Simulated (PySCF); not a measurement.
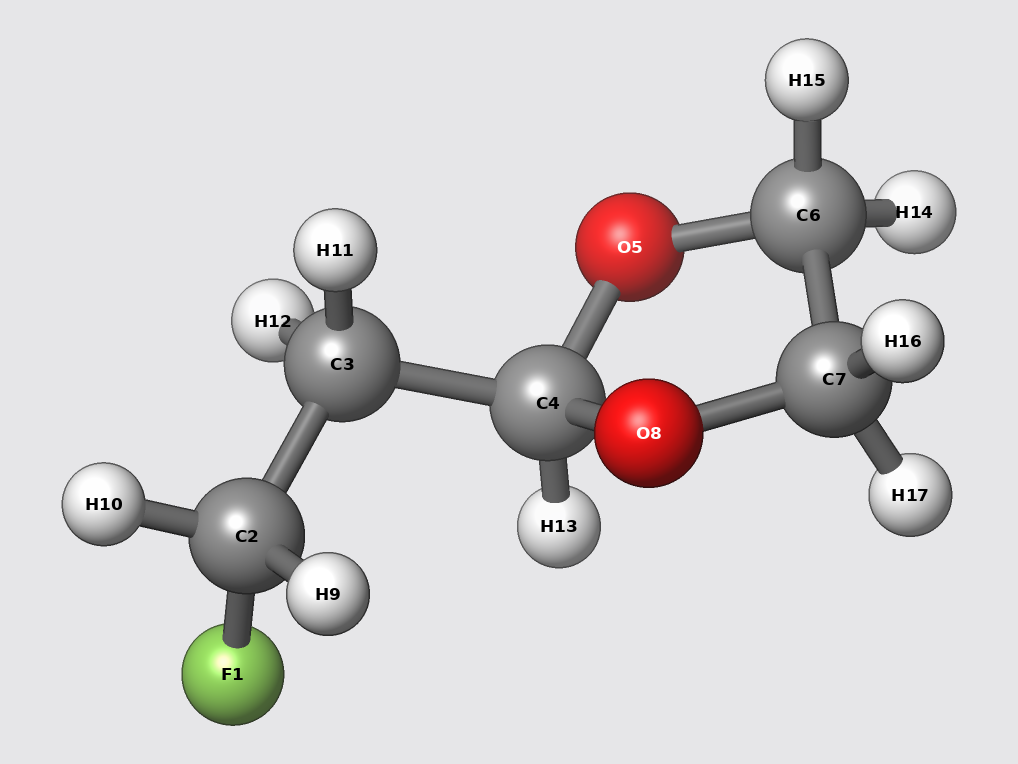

The computed structure is the end point of a GFN2-xTB optimisation. No frequency run is at hand to confirm it as a minimum. Electric field gradients from the ground-state density, PBE0/pcSseg-1 (PySCF 2.14.0), non-relativistic apart from any core potentials.

Give the largest field-gradient component, the quadrupole coupling constant and the asymmetry for 17O at O5 (Q = −25.6 mb), 17O at O8 (Q = −25.6 mb), 2H at H9 (Q = 2.86 mb), 2H at H10 (Q = 2.86 mb).

```json
{"atom": "O5", "V_zz (a.u.)": "−2.100", "e²qQ/h (MHz)": "12.63", "η": "0.94"}
{"atom": "O8", "V_zz (a.u.)": "−2.005", "e²qQ/h (MHz)": "12.06", "η": "0.91"}
{"atom": "H9", "V_zz (a.u.)": "0.287", "e²qQ/h (MHz)": "0.193", "η": "0.07"}
{"atom": "H10", "V_zz (a.u.)": "0.290", "e²qQ/h (MHz)": "0.195", "η": "0.08"}
```
